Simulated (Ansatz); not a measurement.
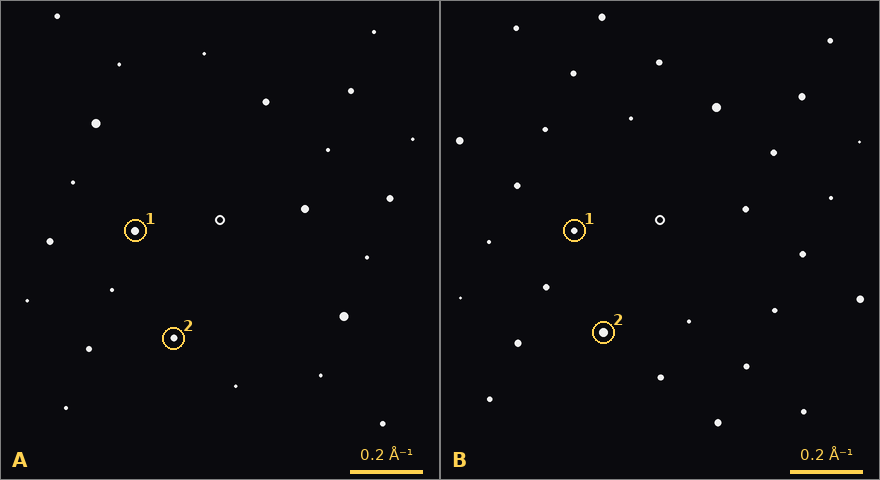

Kinematic electron diffraction patterns (300 kV, B = 0.5 Å², same scale) along [011] of the run's own cell, for the start and the end of one relaxation of CuCl4O2 with Ansatz 0.2.0, DFT, PAW plane waves, r2scan. k mesh 4×4×4. The start is a generated model structure, and the relaxation ends in the nearest stationary point of its symmetry, not necessarily the ground state. Spot 1 is -1 1 -1 and spot 2 is -2 0 0 in both.

Start structure:

```yaml
crystal:
  lattice:
    - [0.00000, 6.20915, 0.00000]
    - [6.70092, -3.10458, 0.00000]
    - [0.00000, 0.00000, -6.20052]
  atoms:
    - { symbol: Cl, position: [0.14960, 0.29920, 0.00000] }
    - { symbol: Cl, position: [0.35040, 0.70080, 0.50000] }
    - { symbol: Cl, position: [0.85040, 0.70080, 0.00000] }
    - { symbol: Cl, position: [0.64960, 0.29920, 0.50000] }
    - { symbol: Cl, position: [0.23400, 0.00000, 0.76800] }
    - { symbol: Cl, position: [0.26600, 0.00000, 0.26800] }
    - { symbol: Cl, position: [0.76600, 0.00000, 0.23200] }
    - { symbol: Cl, position: [0.73400, 0.00000, 0.73200] }
    - { symbol: Cu, position: [0.00000, 0.00000, 0.00000] }
    - { symbol: Cu, position: [0.50000, 0.00000, 0.50000] }
    - { symbol: O, position: [0.35840, 0.71680, 0.00000] }
    - { symbol: O, position: [0.14160, 0.28320, 0.50000] }
    - { symbol: O, position: [0.64160, 0.28320, 0.00000] }
    - { symbol: O, position: [0.85840, 0.71680, 0.50000] }
```

Which pattern belongs to the start structure, and which to the relaxed one?

A is the start: its cell gives d(1) = 4.170 Å, d(2) = 2.817 Å and an angle of 61.4°. B is the relaxed structure, with d(1) = 4.139 Å (-0.7 %), d(2) = 2.840 Å (+0.8 %) and 56.0°.

Name reflections whose intensity changes strongly on relaxation.

1 1 -1 comes into sight; 2 -1 1 goes from 2 to 29 % of the strongest spot; 2 1 -1 goes from 1.2 to 21 % of the strongest spot; 2 -2 2 goes from 37 to 2.9 % of the strongest spot.

Summarise the relaxation behind the change.

The volume changed by +17.9 % to 21.73 Å³ an atom; with the mean shift removed, the atoms moved by up to 1.09 Å relative to the cell (O most); the space group stayed Cmce (No. 64); the free energy fell by 1200 meV an atom. Relaxed cell: a = 6.043 Å, b = 8.862 Å, c = 6.043 Å, α = 90.00°, β = 90.00°, γ = 109.93°.
